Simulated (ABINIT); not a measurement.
**CsCu2I3 (Cmcm): G0W0 with ABINIT, start to end**

Wanted: ground state, empty states, screening and self-energy for CsCu2I3 (Cmcm).

Calculated with ABINIT 10.8.3; LDA and many-body steps on it, plane waves.

In doubt: a PseudoDojo file used here is known to give poor structures and forces, which bears on pressures, cells, forces and phonons.

**1. Starting point**

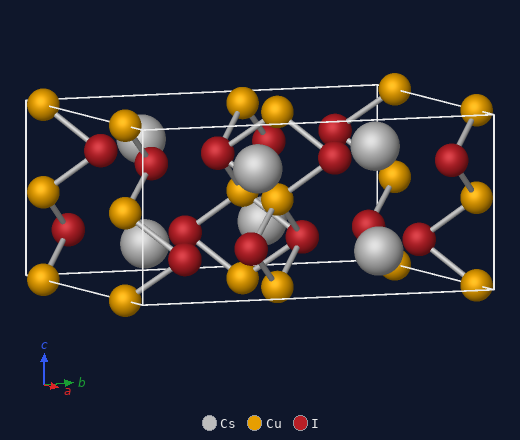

Start, viewed slightly off an axis; caesium light grey, copper orange, iodine red. This picture shows the conventional cell, with its axes. Some periodic images of atoms are drawn too.

The cell and positions come from the Crystallography Open Database and are kept as given unless a step says otherwise. Spin-orbit coupling is left out unless a step names it.

**2. Ground state**

This step: ABINIT 10.8.3; DFT, LDA, plane waves, norm-conserving pseudopotentials.

The ground-state density comes first.

run.abi

```
acell 3*1.0 Angstrom
rprim 
  5.273950000000 -6.586250000000 0.000000000000
  5.273950000000 6.586250000000 0.000000000000
  0.000000000000 0.000000000000 6.097180000000
ntypat 3
znucl 55 29 53
natom 12
typat 1 1 2 2 2 2 3 3 3 3 3 3
xred 
  0.327800000000 0.672200000000 0.250000000000
  0.672200000000 0.327800000000 0.750000000000
  0.851000000000 0.851000000000 0.000000000000
  0.149000000000 0.149000000000 0.500000000000
  0.149000000000 0.149000000000 0.000000000000
  0.851000000000 0.851000000000 0.500000000000
  0.879600000000 0.120400000000 0.250000000000
  0.120400000000 0.879600000000 0.750000000000
  0.836000000000 0.598000000000 0.250000000000
  0.164000000000 0.402000000000 0.750000000000
  0.598000000000 0.836000000000 0.750000000000
  0.402000000000 0.164000000000 0.250000000000
pp_dirpath "pseudos"
pseudos "Cs.upf, Cu.upf, I.upf"
ecut 38
ngkpt 4 4 4
nshiftk 1
shiftk 0 0 0
kptopt 1
chksymbreak 0
nband 78
occopt 1
tolvrs 1e-10
nstep 60
prtwf 0
optforces 0
optstress 0
indata_prefix "in"
outdata_prefix "out"
tmpdata_prefix "tmp"
```

Started as:

```console
$ OMP_NUM_THREADS=1 mpirun -n 32 abinit run.abi > log
```

Numbers of over 12 decimals in the logs are rounded to 6 here.

Output:

```text
.Version 10.8.3 of ABINIT. v10.8.2 released Aug 2026.

 Symmetries : space group Cm c m (# 63); Bravais oC (1-face-center ortho.)
================================================================================
 Values of the parameters that define the memory need of the present run
     intxc =       0    ionmov =       0      iscf =       7    lmnmax =       8
     lnmax =       8     mgfft =      90  mpssoang =       4    mqgrid =    4318
     natom =      12  nloc_mem =       1    nspden =       1   nspinor =       1
    nsppol =       1      nsym =       8    n1xccc =    2501    ntypat =       3
    occopt =       1   xclevel =       1
-    mband =          78        mffmem =           1         mkmem =           1
       mpw =       32016          nfft =      518400          nkpt =          21
================================================================================
  Rough estimation (10% accuracy) of disk space for files :
================================================================================

--------------------------------------------------------------------------------
------------- Echo of variables that govern the present computation ------------
--------------------------------------------------------------------------------
 -outvars: echo values of preprocessed input variables --------
            acell      1.8897261259E+00  1.8897261259E+00  1.8897261259E+00 Bohr

      chksymbreak           0
             ecut      3.80000000E+01 Hartree
-          fftalg         312

              ixc       -1012
              kpt      0.00000000E+00  0.00000000E+00  0.00000000E+00
                       2.50000000E-01  0.00000000E+00  0.00000000E+00
                       5.00000000E-01  0.00000000E+00  0.00000000E+00
                       2.50000000E-01  2.50000000E-01  0.00000000E+00
                       5.00000000E-01  2.50000000E-01  0.00000000E+00
                      -2.50000000E-01  2.50000000E-01  0.00000000E+00
                       5.00000000E-01  5.00000000E-01  0.00000000E+00
                       0.00000000E+00  0.00000000E+00  2.50000000E-01
                       2.50000000E-01  0.00000000E+00  2.50000000E-01
   [... 10 further rows ...]
                      -2.50000000E-01  2.50000000E-01  5.00000000E-01
                       5.00000000E-01  5.00000000E-01  5.00000000E-01
         kptrlatt        4    0    0      0    4    0      0    0    4
          kptrlen      4.60880014E+01
P           mkmem           1
            natom          12
            nband          78
            ngfft          90      90      64
             nkpt          21
            nstep          60
             nsym           8
           ntypat           3
              occ      2.000000  2.000000  2.000000  2.000000  2.000000  2.000000
                       2.000000  2.000000  2.000000  2.000000  2.000000  2.000000
                       2.000000  2.000000  2.000000  2.000000  2.000000  2.000000
                       2.000000  2.000000  2.000000  2.000000  2.000000  2.000000
                       2.000000  2.000000  2.000000  2.000000  2.000000  2.000000
                       2.000000  2.000000  2.000000  2.000000  2.000000  2.000000
                       2.000000  2.000000  2.000000  2.000000  2.000000  2.000000
                       2.000000  2.000000  2.000000  2.000000  2.000000  2.000000
                       2.000000  2.000000  2.000000  2.000000  2.000000  2.000000
                       2.000000  2.000000  2.000000  2.000000  2.000000  2.000000
                       2.000000  2.000000  2.000000  2.000000  2.000000  2.000000
                       2.000000  2.000000  0.000000  0.000000  0.000000  0.000000
                       0.000000  0.000000  0.000000  0.000000  0.000000  0.000000
        optforces           0
        optstress           0
            prtwf           0
            rprim      5.2739500000E+00 -6.5862500000E+00  0.0000000000E+00
[...]
spgroup          63

           tolvrs      1.00000000E-10

             xred      3.2780000000E-01  6.7220000000E-01  2.5000000000E-01
[...]
znucl       55.00000   29.00000   53.00000

================================================================================

 chkinp: Checking input parameters for consistency.

================================================================================
== DATASET  1 ==================================================================
-   mpi_nproc: 32, omp_nthreads: 1 (-1 if OMP is not activated)
-    --> not optimal distribution: autoparal keyword recommended in input file <--

--- !DatasetInfo
iteration_state: {dtset: 1, }
dimensions: {natom: 12, nkpt: 21, mband: 78, nsppol: 1, nspinor: 1, nspden: 1, mpw: 32016, }
cutoff_energies: {ecut:  38.0, pawecutdg:  -1.0, }
electrons: {nelect:   1.36000000E+02, charge:   0.00000000E+00, occopt:   1.00000000E+00, tsmear:   1.00000000E-02, }

 Real(R)+Recip(G) space primitive vectors, cartesian coordinates (Bohr,Bohr^-1):
 R(1)=  9.9663211-12.4462087  0.0000000  G(1)=  0.0501690 -0.0401729  0.0000000
 R(2)=  9.9663211 12.4462087  0.0000000  G(2)=  0.0501690  0.0401729  0.0000000
 R(3)=  0.0000000  0.0000000 11.5220003  G(3)=  0.0000000  0.0000000  0.0867905
 Unit cell volume ucvol=  2.8584450E+03 bohr^3
[...]
tolerances: {tolvrs: 1.00E-10, }

     iter   Etot(hartree)      deltaE(h)  residm     vres2
 ETOT  1  -778.98635879209    -7.790E+02 8.160E-02 9.600E+05
 ETOT  2  -765.01396774086     1.397E+01 3.947E-01 1.452E+06
 ETOT  3  -862.32079284723    -9.731E+01 1.665E-01 2.365E+05
 ETOT  4  -877.28349889508    -1.496E+01 4.382E-02 7.354E+04
 ETOT  5  -879.55171019604    -2.268E+00 6.893E-02 4.902E+04
 ETOT  6  -881.05884221065    -1.507E+00 1.502E-02 2.785E+04
 ETOT  7  -881.95624957718    -8.974E-01 7.564E-03 1.615E+04
 ETOT  8  -882.17957748093    -2.233E-01 5.307E-03 1.175E+04
 ETOT  9  -882.35039214969    -1.708E-01 1.571E-03 9.572E+03
 ETOT 10  -883.01996421095    -6.696E-01 1.693E-02 8.571E+01
[...]
ETOT 20  -883.04699062521    -3.864E-10 7.267E-04 9.643E-08
 ETOT 21  -883.04699062515     6.253E-11 1.671E-03 2.480E-08
 ETOT 22  -883.04699062510     4.491E-11 7.026E-04 1.315E-09
 ETOT 23  -883.04699062517    -6.310E-11 7.313E-04 1.048E-10
 ETOT 24  -883.04699062513     3.376E-11 1.144E-04 7.078E-12

 At SCF step   24       vres2   =  7.08E-12 < tolvrs=  1.00E-10 =>converged.

--- !ResultsGS
iteration_state: {dtset: 1, }
comment   : Summary of ground state results
lattice_vectors:
- [  9.9663211, -12.4462087,   0.0000000, ]
- [  9.9663211,  12.4462087,   0.0000000, ]
- [  0.0000000,   0.0000000,  11.5220003, ]
lattice_lengths: [  15.94477,   15.94477,   11.52200, ]
lattice_angles: [ 90.000,  90.000, 102.628, ] # degrees, (23, 13, 12)
lattice_volume:   2.8584450E+03
convergence: {deltae:  3.376E-11, res2:  7.078E-12, residm:  1.144E-04, diffor:  0.000E+00, }
etotal    :  -8.83046991E+02
entropy   :   0.00000000E+00
fermie    :   1.02277774E-01
cartesian_stress_tensor: null
pressure_GPa: null
xred      :
- [  3.2780E-01,   6.7220E-01,   2.5000E-01, Cs]
- [  6.7220E-01,   3.2780E-01,   7.5000E-01, Cs]
- [  8.5100E-01,   8.5100E-01,   0.0000E+00, Cu]
- [  1.4900E-01,   1.4900E-01,   5.0000E-01, Cu]
- [  1.4900E-01,   1.4900E-01,   0.0000E+00, Cu]
- [  8.5100E-01,   8.5100E-01,   5.0000E-01, Cu]
- [  8.7960E-01,   1.2040E-01,   2.5000E-01,  I]
- [  1.2040E-01,   8.7960E-01,   7.5000E-01,  I]
- [  8.3600E-01,   5.9800E-01,   2.5000E-01,  I]
- [  1.6400E-01,   4.0200E-01,   7.5000E-01,  I]
- [  5.9800E-01,   8.3600E-01,   7.5000E-01,  I]
- [  4.0200E-01,   1.6400E-01,   2.5000E-01,  I]
cartesian_forces: null
force_length_stats: {min: null, max: null, mean: null, }

 Integrated electronic density in atomic spheres:
 ------------------------------------------------
 Atom  Sphere_radius  Integrated_density
[...]
================================================================================

 ----iterations are completed or convergence reached----

 Mean square residual over all n,k,spin=   25.597E-08; max=  11.439E-05
 reduced coordinates (array xred) for   12 atoms
[...]
0.120400000000      0.879600000000      0.750000000000
       0.836000000000      0.598000000000      0.250000000000
       0.164000000000      0.402000000000      0.750000000000
       0.598000000000      0.836000000000      0.750000000000
       0.402000000000      0.164000000000      0.250000000000
 rms dE/dt=  0.0000E+00; max dE/dt=  0.0000E+00; dE/dt below (all hartree)
    1       0.000000000000      0.000000000000      0.000000000000
    2       0.000000000000      0.000000000000      0.000000000000
    3       0.000000000000      0.000000000000      0.000000000000
    4       0.000000000000      0.000000000000      0.000000000000
    5       0.000000000000      0.000000000000      0.000000000000
    6       0.000000000000      0.000000000000      0.000000000000
    7       0.000000000000      0.000000000000      0.000000000000
    8       0.000000000000      0.000000000000      0.000000000000
    9       0.000000000000      0.000000000000      0.000000000000
   10       0.000000000000      0.000000000000      0.000000000000
[...]
cartesian coordinates (angstrom) at end:
[...]
8      5.273950     5.000281     4.572885
    9      7.562844    -1.567527     1.524295
   10      2.985056     1.567527     4.572885
   11      7.562844     1.567527     4.572885
   12      2.985056    -1.567527     1.524295
 length scales=  1.889726125908  1.889726125908  1.889726125908 bohr
              =  1.000000000000  1.000000000000  1.000000000000 angstroms
 prteigrs : about to open file out_EIG
 Fermi (or HOMO) energy (hartree) =   0.10228   Average Vxc (hartree)=  -0.32231
 Eigenvalues (hartree) for nkpt=  21  k points:
 kpt#   1, nband= 78, wtk=  0.01563, kpt=  0.0000  0.0000  0.0000 (reduced coord)
  -3.95553   -3.95553   -3.95552   -3.95552   -2.40688   -2.40687   -2.40661   -2.40660
  -2.40633   -2.40630   -2.40627   -2.40626   -2.40625   -2.40625   -2.40623   -2.40623
  -0.69230   -0.69217   -0.38981   -0.37646   -0.36353   -0.36107   -0.35861   -0.35701
  -0.20864   -0.20783   -0.20696   -0.20562   -0.20476   -0.20448   -0.08576   -0.07939
  -0.06904   -0.04413   -0.03537   -0.02609   -0.02530   -0.01588   -0.01318   -0.00953
  -0.00940   -0.00753   -0.00617   -0.00013    0.00037    0.00665    0.02196    0.02413
   0.02937    0.03645    0.04113    0.04630    0.04803    0.04931    0.05315    0.05316
   0.05512    0.05751    0.06093    0.06790    0.07042    0.07073    0.07200    0.07523
   0.07763    0.09455    0.09536    0.10228    0.16662    0.20827    0.21113    0.21143
   0.21746    0.21879    0.22579    0.23490    0.24811    0.27008
 prteigrs : prtvol=0 or 1, do not print more k-points.

--- !EnergyTerms
iteration_state     : {dtset: 1, }
comment             : Components of total free energy in Hartree
kinetic             :  3.78363835016099E+02
hartree             :  4.98979388744072E+02
xc                  : -1.29844073467135E+02
Ewald energy        : -2.92500950289781E+02
psp_core            :  1.11109159500902E+01
local_psp           : -1.23280490437717E+03
non_local_psp       : -1.16351202201311E+02
total_energy        : -8.83046990625134E+02
total_energy_eV     : -2.40289327352517E+04
band_energy         : -9.73475174438538E+01

== END DATASET(S) ==============================================================
================================================================================

 -outvars: echo values of variables after computation  --------
           etotal     -8.8304699063E+02
            nband          78
             nkpt          21
          spgroup          63
 [... the other variables as echoed above ...]

 Calculation completed.
```

The job ended after 16 min (32 MPI ranks of AMD EPYC 7R43, shared host; peak memory 7.2 GiB).

This step gave:

```
total energy               : -24028.9327 eV
gap                        : 1.751 eV
k of the valence top       : 0, 0, 0
k of the conduction bottom : 0, 0, 0
least direct gap           : 1.751 eV
```

The gap is direct, at Γ.

(Continued in part 2 of 3.)

[Paths, hosts, dates, memory and timing lines, banners, echoed tables and standing remarks are left out of the program output.]

[Logs are printed without paths, hosts, clocks, repeated set-up lines and the standing remarks that a program may print on its own settings, such as how far it seeks lower states.]

[Runs of the session that timed out or met a known fault of the program may be left out.]

[Hosts, paths, dates, database ids (printed as entryN), source tags and the programs' standing remarks are cut or masked in the printed files.]

[G0W0 gaps are taken among the corrected bands and points alone; a level outside them can change the order at an edge.]

[Where Ansatz stands beside ABINIT at settings called matched, ABINIT's density can come from a denser mesh and the files from another edition; pairs whose starting gaps differed by over 0.03 eV were left out, so agreement reads better than it is.]
